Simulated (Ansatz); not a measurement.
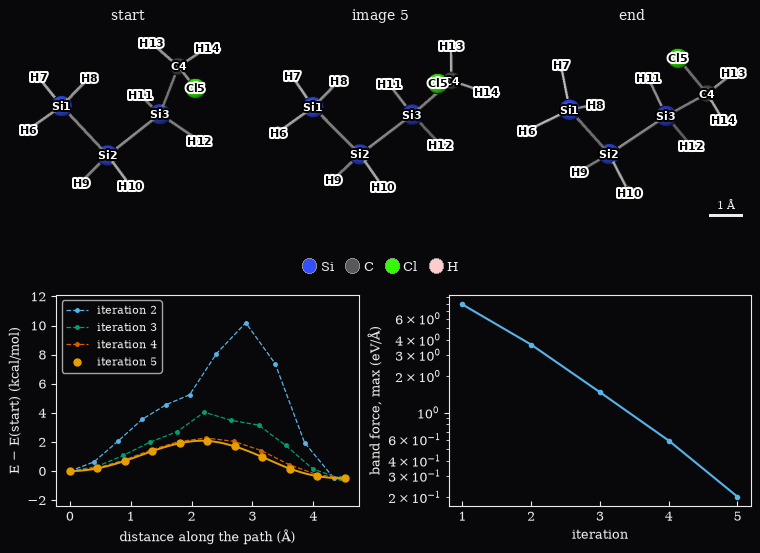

NEB run on CH$_{9}$ClSi$_{3}$. Images are numbered from 0 (start) to 10 (end). The plot follows the band through its iterations. The picture is a ball-and-stick view, seen at a tilt.

Level of theory: RKS BLYP-D4/def2-SVP (Ansatz). Run with 9 movable images; climbing image; force threshold 0.5 eV/Å; iteration limit 36; starting path through a guess of the saddle point.

Judge this run.

The run is converged, with reservations. The band converged in 5 iterations. The largest component of the band force went from 7.9 to 0.2 eV/Å. The climbing image converged on the top of the path. Its curvatures weren't checked. The force threshold is loose. The first iteration put the highest image at 42.18 kcal/mol. Forward barrier 2.08 kcal/mol, backward barrier 2.57 kcal/mol, with image 5 at the top; the reaction energy is −0.49 kcal/mol.

The run took 2.7 min on 2 threads of Intel(R) Xeon(R) Platinum 8259CL CPU @ 2.50GHz (Skylake/Cascade Lake), with other jobs on the host, peak memory 0.2 GiB.
